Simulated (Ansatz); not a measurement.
The reference is HgO in the zinc blende structure (space group F-43m, No. 216; a = 5.196 Å; a hypothetical phase, not in the database extracts checked). Axes: x, y, z lie along the cube axes.

One thing is altered: a free-standing slab of 4 layers (8 atoms, 2 a layer) is cut normal to [110], with 15 Å of vacuum and the in-plane cell held at bulk.

Method: PBEsol (Ansatz, a first-principles code), spin-orbit coupling left out, earlier PAW set.

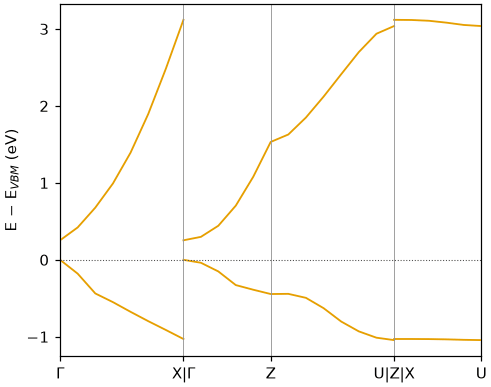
Figure. Highest valence and lowest conduction band along the path of the changed cell's own zone

**Question.** Read the changed gap and its character from the plot.

**Answer.** About 0.3 eV, direct at Γ.

With Hg present, leaving out spin-orbit coupling can change the band edges. No phonon test of stability was made. All final runs are without spin polarisation. Labels are those of the standard path for the cell's own space group.
